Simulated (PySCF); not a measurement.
# NEVPT2(2,2)/SBKJC (core potential) run of HS− (hydrosulfide)

Aim: the energy change on altering one bond length of HS− (hydrosulfide) at NEVPT2(2,2)/SBKJC (core potential), from 2 runs. 

Program for the calculation: PySCF 2.14.0.

13 further runs of the same task are left out: 3 that didn't finish, 10 set aside as unsound or not needed.

### 1 The molecule

HS− has 2 atoms, charge -1, and is taken as a singlet. As SMILES, `[SH-]`. The coordinates come from a PBE0-D4/def2-TZVPD relaxation.

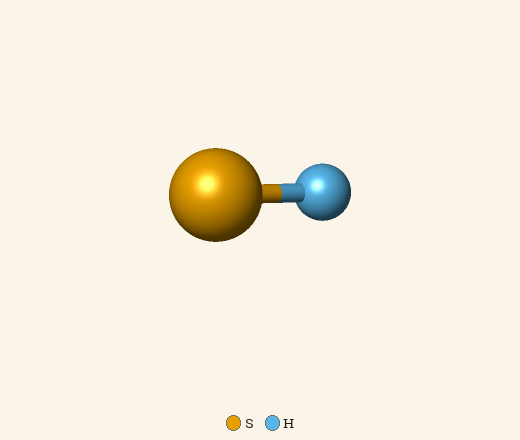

Viewed from a chosen angle; sulfur amber, hydrogen blue.

### 2 A single-point energy at NEVPT2(2,2)/SBKJC (core potential)

Contents of mol.xyz:

```xyz
2

S      0.574700    -0.187900     0.295500
H     -0.574700     0.187900    -0.295500
```

Contents of job.py:

```python
import numpy
from pyscf import gto, scf, mp, mcscf, mrpt

molecule = gto.Mole()
molecule.atom = 'mol.xyz'
molecule.basis = 'sbkjc'
molecule.max_memory = 1860
molecule.verbose = 3
molecule.ecp = {'S': 'sbkjc'}
molecule.spin = 0
molecule.charge = -1
molecule.build()

mf = molecule.RHF()
mf.conv_tol = 1e-10
mf.kernel()
if not mf.converged:
    mf = mf.newton().run(mf.mo_coeff, mf.mo_occ)

pt = mp.MP2(scf.addons.convert_to_uhf(mf)).run()
noons, natorbs = mcscf.addons.make_natural_orbitals(pt)
print('natural occupations', numpy.round(noons[:40], 4))
cas = mcscf.CASSCF(mf, 2, 2)
cas.fix_spin_(ss=0.0)
cas.natorb = True
cas.kernel(natorbs)
e_pt2 = mrpt.NEVPT(cas).kernel()
energy = cas.e_tot + e_pt2
print('E(%s) = %.9f' % ('NEVPT2', energy))
```

On the command line:

```console
$ OMP_NUM_THREADS=1 python job.py
```

Standard output:

```text
converged SCF energy = -10.5041901030456
E(UMP2) = -10.5469033529864  E_corr = -0.0427132499407364
E(SCS-UMP2) = -10.549473218484  E_corr = -0.0452831154383495
natural occupations [1.9956e+00 1.9891e+00 1.9891e+00 1.9806e+00 1.7700e-02 1.0700e-02
 1.0700e-02 4.6000e-03 1.3000e-03 7.0000e-04]
CASSCF energy = -10.5220885353959
CASCI E = -10.5220885353959  E(CI) = -1.07110495766784  S^2 = 0.0000000
Sr    (-1)',   E = 0.00000000000021
Si    (+1)',   E = -0.00000000000002
Sijrs (0)  ,   E = -0.01604058772632
Sijr  (+1) ,   E = -0.00091502509368
Srsi  (-1) ,   E = -0.00485723235282
Srs   (-2) ,   E = -0.00139215333393
Sij   (+2) ,   E = -0.00082961683600
Sir   (0)' ,   E = -0.00511281791891
Nevpt2 Energy = -0.029147433261478
E(NEVPT2) = -10.551235969
```

It took 0.93 s on 1 thread of Arm Neoverse V1, shared host; peak memory 0.12 GiB.

### 3 The distorted shape, same level

Contents of run.py:

```python
import numpy
from pyscf import gto, scf, mp, mcscf, mrpt

system = gto.M(
    atom='S 1.953957 -0.638852 1.004688; H -0.574700 0.187900 -0.295500',
    basis='sbkjc',
    max_memory=1860,
    ecp={'S': 'sbkjc'},
    charge=-1,
    verbose=3,
)

mf = system.RHF()
mf.conv_tol = 1e-10
mf.kernel()
if not mf.converged:
    mf = mf.newton().run(mf.mo_coeff, mf.mo_occ)

pt = mp.MP2(scf.addons.convert_to_uhf(mf)).run()
noons, natorbs = mcscf.addons.make_natural_orbitals(pt)
print('natural occupations', numpy.round(noons[:40], 4))
cas = mcscf.CASSCF(mf, 2, 2)
cas.fix_spin_(ss=0.0)
cas.natorb = True
cas.kernel(natorbs)
e_pt2 = mrpt.NEVPT(cas).kernel()
energy = cas.e_tot + e_pt2
print('Final energy', energy)
```

On the command line:

```console
$ OMP_NUM_THREADS=1 python run.py
```

Standard output:

```text
converged SCF energy = -10.3351117098254
E(UMP2) = -10.4071306818181  E_corr = -0.0720189719927171
E(SCS-UMP2) = -10.4149497101457  E_corr = -0.0798380003203027
natural occupations [1.9923e+00 1.9872e+00 1.9872e+00 1.8549e+00 1.4920e-01 1.1300e-02
 1.1300e-02 3.9000e-03 1.7000e-03 9.0000e-04]
CASSCF energy = -10.4275914996448
CASCI E = -10.4275914996448  E(CI) = -0.669686759983277  S^2 = 0.0000000
Sr    (-1)',   E = -0.00000000012382
Si    (+1)',   E = -0.00000000000474
Sijrs (0)  ,   E = -0.01603607834201
Sijr  (+1) ,   E = -0.00121871750802
Srsi  (-1) ,   E = -0.00503461532723
Srs   (-2) ,   E = -0.00007057615197
Sij   (+2) ,   E = -0.00031625091728
Sir   (0)' ,   E = -0.00166838264332
Nevpt2 Energy = -0.024344621018409
Final energy -10.451936120663161
```

Run time: 0.87 s. Hardware: 1 thread of Arm Neoverse V1, shared host; peak memory 0.12 GiB.

### 4 Summary of results

Level: NEVPT2(2,2)/SBKJC (core potential).

| quantity | value |
| --- | --- |
| first shape: total energy | -10.55124 Eh |
| first shape: HOMO energy (Hartree–Fock orbitals) | -2.07 eV |
| first shape: LUMO energy (Hartree–Fock orbitals) | 12.77 eV |
| first shape: HOMO–LUMO gap (to an unbound level, set by the basis) | 14.84 eV |
| distorted shape: total energy | -10.45194 Eh |
| distorted shape: HOMO energy (Hartree–Fock orbitals) | -2.31 eV |
| distorted shape: LUMO energy (Hartree–Fock orbitals) | 4.82 eV |
| distorted shape: HOMO–LUMO gap (to an unbound level, set by the basis) | 7.12 eV |
| energy change with the S1–H2 bond stretched from 1.346 to 2.961 Å | 2.702 eV |

In words: With the S1–H2 bond stretched from 1.346 to 2.961 Å the energy rises by 2.70 eV (261 kJ/mol). The first shape isn't relaxed at this level, so the change isn't measured from a minimum.
